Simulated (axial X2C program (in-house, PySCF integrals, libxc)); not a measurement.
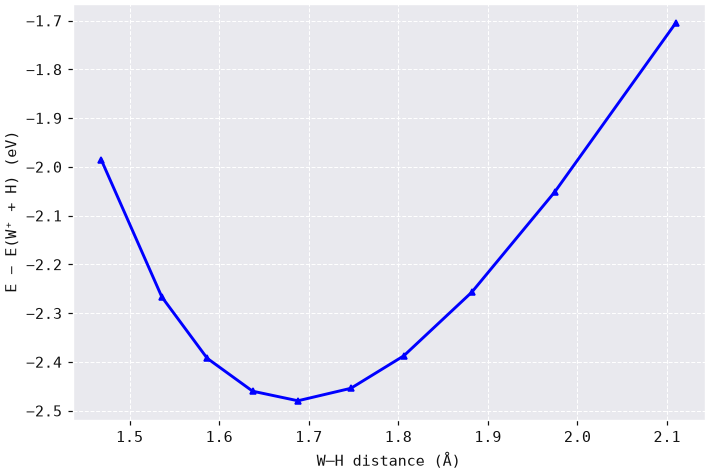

*Energy at 10 bond lengths, for one set of occupations held fixed; the line joins the points.*

A polynomial of degree 6 through 9 points gives rₑ = 1.687 Å, ωₑ = 2029 cm⁻¹, ωₑxₑ = 31 cm⁻¹ and Bₑ = 5.913 cm⁻¹. The minimum lies 2.48 eV below W⁺ + H, each computed as one determinant at the same level.

**WH⁺: relativistic diatomic calculation**

- system: WH⁺, single determinant with Ω = 1.
- method: PBE0, two-component X2C with atomic mean-field Coulomb and Gaunt terms, W dyall-cv3z, H dyall-v3z (cores contracted) (axial X2C program (in-house, PySCF integrals, libxc))

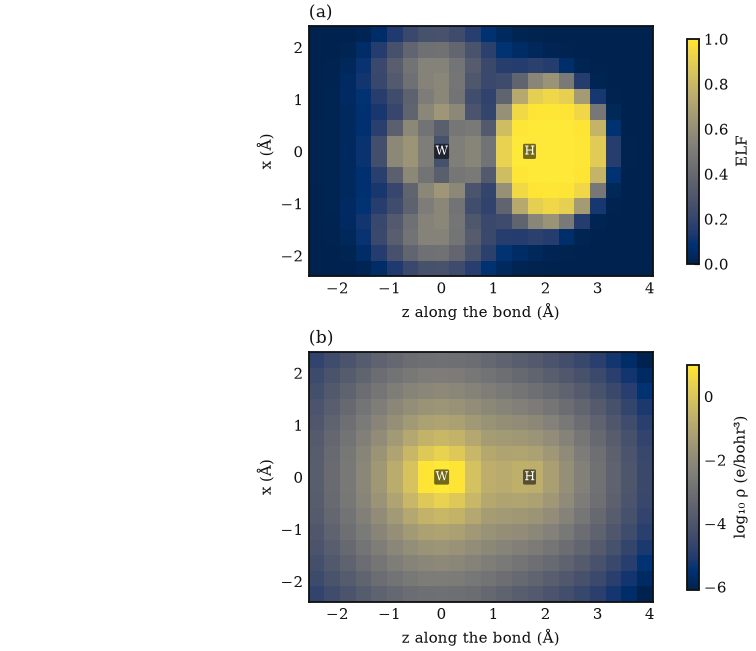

*(a) electron localisation function; (b) electron density on a logarithmic scale, in a plane that holds the axis, at 1.69 Å, on points 0.3 Å apart (one half computed, the other mirrored); the structure near the nuclei is finer than these points.*

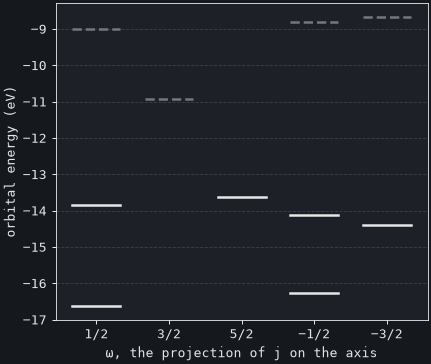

*Orbital energies near the frontier at 1.69 Å, filled (solid) and empty (dashed).*

The highest filled spinor (5/2; 100 % W d) lies at −13.62 eV, the lowest empty one (3/2; 96 % W d, 3 % H p) at −10.92 eV.

These pictures come from the run below.

## Input file
```
{"zs": [74, 1], "q": 1, "bas": ["dyall-cv3z", "dyall-v3z"], "levels": ["PBE0", "HF", "PBE"], "cc": true, "r0": 1.69, "thr": -1.0, "nmax": 90, "npts": 10, "nst": 2, "ntry": 6}
```

The line is the task of a batch: nuclear charges, charge, bases, the levels to run, a first guess of the distance and further settings. This report covers PBE0 with spin-orbit coupling. The log is that of the reference distance 1.688 Å.

The run was one of a batch that the task file lists, launched with:
```bash
python <driver script> task.json out
```

## Log
```
two-component X2C + atomic mean field  PBE0
basis functions 202  fitting functions 987  grid points 5075
iter        total energy     max residual
   1     -16142.523408773     1.48e+00
   2     -16142.529600464     5.32e-04
   3     -16142.529601531     3.20e-04
   4     -16142.529601785     1.70e-04
   5     -16142.529601899     4.79e-05
   6     -16142.529601911     3.45e-05
   7     -16142.529601916     7.56e-06
converged
one-electron -22158.42913363  Coulomb 6335.31955515  exact exchange -80.87200522  xc functional -247.73953246  nuclear repulsion 23.19852702  atomic mean-field constant -14.00701278
```

## The points of the curve

| R (Å) | E (hartree) | dipole (D; origin at the first atom, positive when the second is positive) | highest filled (eV) | lowest empty (eV) |
| --- | --- | --- | --- | --- |
| 1.469 | −16142.511466 | −1.38 | −13.56 | −10.97 |
| 1.536 | −16142.521782 | −1.43 | −13.59 | −10.95 |
| 1.587 | −16142.526401 | −1.46 | −13.60 | −10.94 |
| 1.637 | −16142.528880 | −1.48 | −13.61 | −10.93 |
| 1.688 | −16142.529602 | −1.49 | −13.62 | −10.92 |
| 1.747 | −16142.528663 | −1.49 | −13.63 | −10.91 |
| 1.806 | −16142.526213 | −1.48 | −13.64 | −10.90 |
| 1.882 | −16142.521418 | −1.45 | −13.65 | −10.89 |
| 1.975 | −16142.513837 | −1.39 | −13.65 | −10.88 |
| 2.110 | −16142.501109 | −1.21 | −13.64 | −10.86 |

## Key numbers

- outcome: converged
- bond length rₑ: 1.687 Å
- ωₑ: 2029 cm⁻¹
- energy at the minimum: −16142.52960 hartree
- depth below the fragments: 2.48 eV
- hardware: 1 thread of Intel Xeon @ 2.60GHz (Ice Lake), 24 GiB of memory available, shared host
- wall time: 16 s
- peak memory: 0.4 GiB
